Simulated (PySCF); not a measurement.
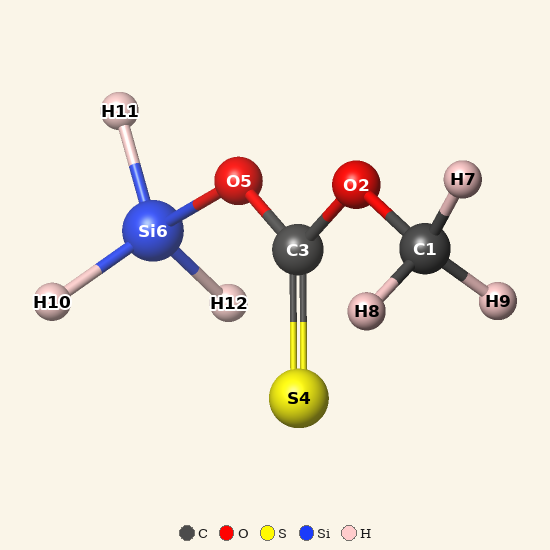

The geometry was computed by an optimisation with GFN2-xTB. No frequency run is at hand to confirm it as a minimum. Level of theory: delta-SCF UKS SCAN, pcX-2 on the ionised atom, pcseg-1 elsewhere, spin-free X2C (PySCF 2.14.0).

Give the core-electron binding energies (to vacuum; p and d levels without spin–orbit splitting) of C1 1s, O2 1s, C3 1s, S4 1s, S4 2p, O5 1s, Si6 1s, Si6 2p.

```
atom  level  binding energy (eV)
  C1     1s                292.8
  O2     1s                539.8
  C3     1s                294.9
  S4     1s               2476.1
  S4     2p                168.7
  O5     1s                539.3
 Si6     1s               1847.6
 Si6     2p                108.0
```

The geometry is semi-empirical. Around Si such bond lengths and angles can be off by a tenth of an ångström or more and by several degrees, and values that hang on the shape move with them.
